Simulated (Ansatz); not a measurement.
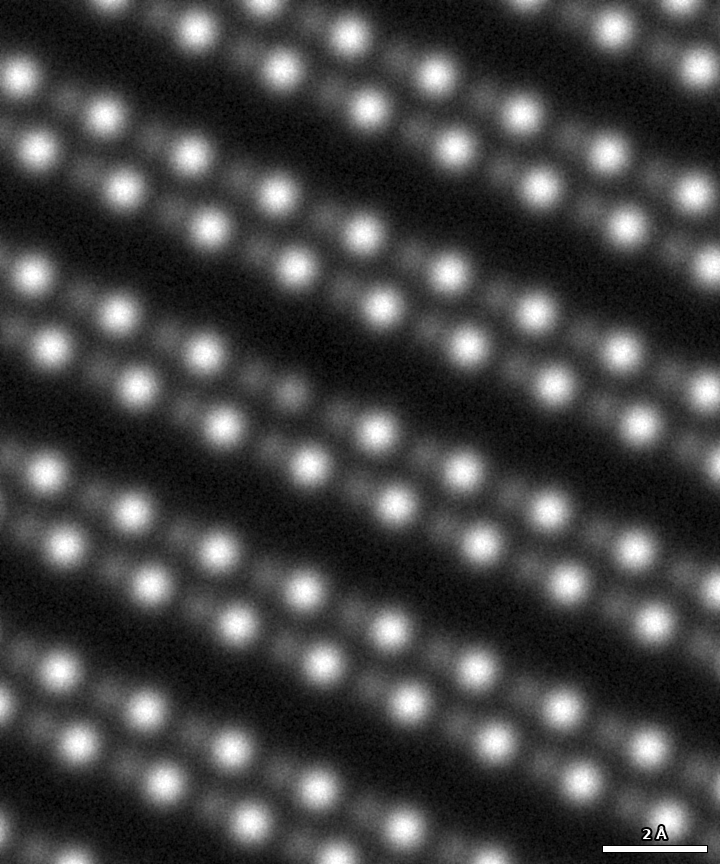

Dark-field STEM-like image of MoS (P6_3mc, No. 186) along [102]. Simulated incoherent Z contrast: every atom adds Z^1.8 spread by a probe of 0.55 Å full width; channelling and multiple scattering are left out. The probe carries 25 % of its weight in a tail 2.5 times as wide. The display is stretched by a gamma of 0.65; percentages refer to the linear signal. Shot noise was added.

The sample is 1 repeat (11.4 Å) thick. One point defect was put into the perfect crystal, without relaxing the atoms around it. Brightness is counted from the darkest point of the image. Host structure: the geometry relaxed with Ansatz, DFT PBEsol, scalar-relativistic, plane waves, PAW; the starting structure was generated, so it need not be a known form of this composition.

**Where is the defect (in Å from the left and the top edge), and what does its contrast suggest?**

At about 6 Å from the left and 8 Å from the top. The column is dimmer, which points to a vacancy or a lighter atom. The column holds 1 atom (Mo) through the sample, and one Mo atom is replaced by Cr, so its peak drops to about 35 % of that of its equals.
